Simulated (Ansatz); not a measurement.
CH5AlB (SMILES B[CH2][AlH]) (doublet)

Input file:

```
crystal:
  periodic: [false, false, false]
  atoms:
    - {symbol: C, position_ang: [0.414747, 1.637265, 0.363851]}
    - {symbol: Al, position_ang: [-0.853849, 2.086720, -1.139922]}
    - {symbol: B, position_ang: [1.400663, 2.748734, 0.074533]}
    - {symbol: H, position_ang: [0.676771, 0.591846, 0.127247]}
    - {symbol: H, position_ang: [-0.250687, 1.704873, 1.241480]}
    - {symbol: H, position_ang: [1.246569, 3.854594, 0.550611]}
    - {symbol: H, position_ang: [2.304262, 2.585643, -0.719387]}
    - {symbol: H, position_ang: [-2.128840, 1.114306, -1.243436]}
basis:
  gaussian: {orbitals: def2-TZVPD}
magnetization: {spin_polarized: true, initial_magnetization: 1}
hamiltonian: {xc: {name: PBE0}}
output: {forces: true, orbitals: {seedname: orbitals}}
```

Run with:

```sh
ansatz run input.yaml --threads 1 --pin off --max-ram 2610MiB --events-out events.jsonl --progress --plain --runs-dir runs
```

Geometry: PBE0-D3(BJ)/def2-SVP.

Computed with Ansatz 0.2.0, isolated molecule in a Gaussian basis; Kohn-Sham density functional theory, functional PBE0.

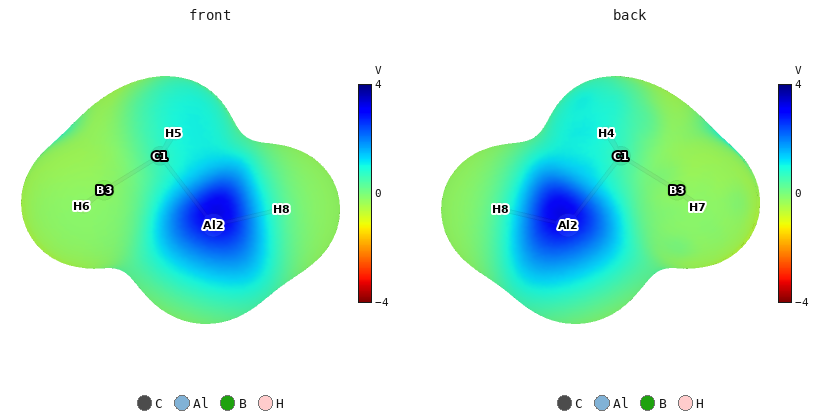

Figure 1. The molecular electrostatic potential painted on the density surface at 0.002 e/bohr³, seen from the front and from behind; the colour scale runs from red (negative) to blue (positive).

> Where is the surface potential most negative and most positive?

The most negative region (about −0.7 V) lies over H6, the most positive (about +3.1 V) over Al2.

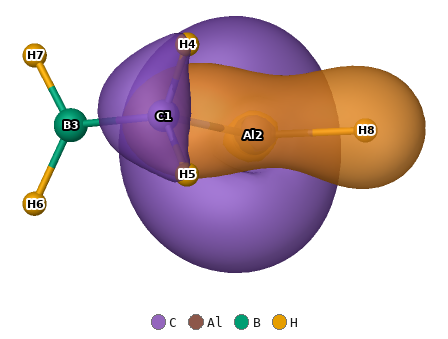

Figure 2. The HOMO (α) at ±0.1 Å⁻³ᐟ² (orange and purple are the two phases), seen from one side.

> What is the character of this orbital?

Its weight (Hirshfeld) is mainly on Al2 (about 75 %), C1 (about 10 %) and H8 (about 10 %). Its energy is −5.72 eV.

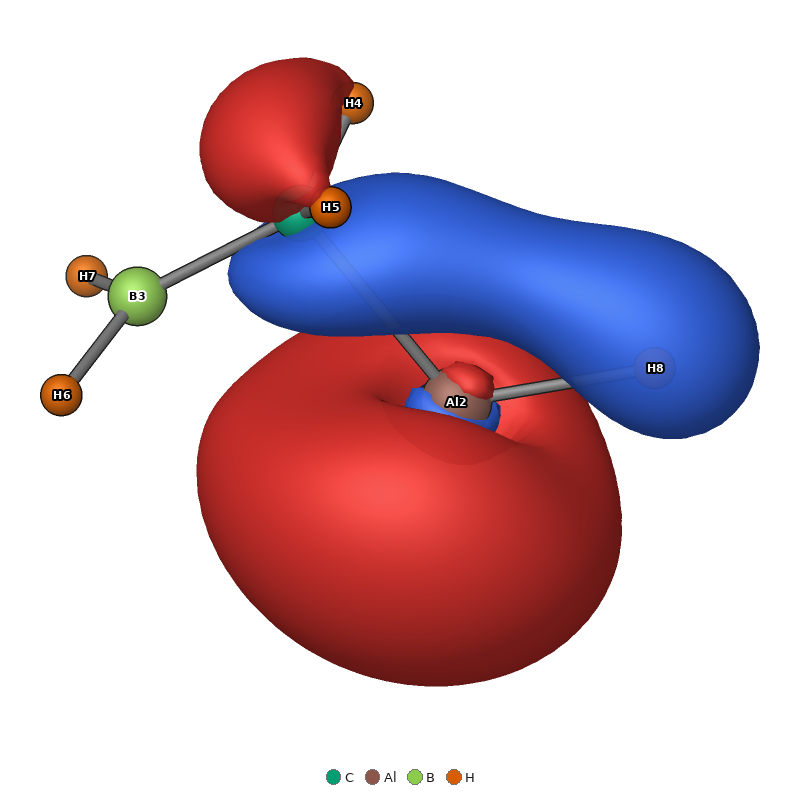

Figure 3. One frontier orbital at ±0.1 Å⁻³ᐟ² (blue and red are the two phases), seen at a tilt.

> Which orbital is it: HOMO (β) or LUMO (β)?

The LUMO (β), at −2.41 eV. It lies mainly on Al2 (about 70 %), C1 (about 10 %) and H8 (about 10 %).
